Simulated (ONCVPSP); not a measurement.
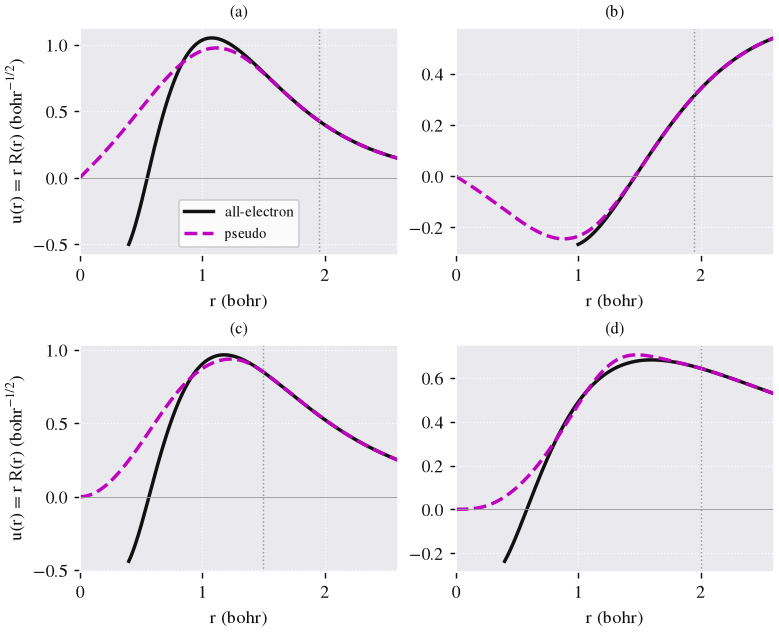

Pseudo-waves (dashed) against the all-electron radial functions (solid). Dotted lines mark the matching radii. The all-electron curves start outside the innermost oscillations, which aren't drawn.

ONCVPSP 4.0.1, PBEsol, scalar-relativistic. The levels are (a) -54.46 eV, (b) -4.46 eV, (c) -32.43 eV, (d) -3.61 eV.

Which element and which shells are these?

Zirconium (Zr), core [Ar] 3d10, valence 4s2 4p6 4d2 5s2 (neutral): (a) 4s, (b) 5s, (c) 4p, (d) 4d.

Are the pseudo-waves norm-conserving?

Yes. The ONCV scheme keeps the all-electron norm inside the radius.
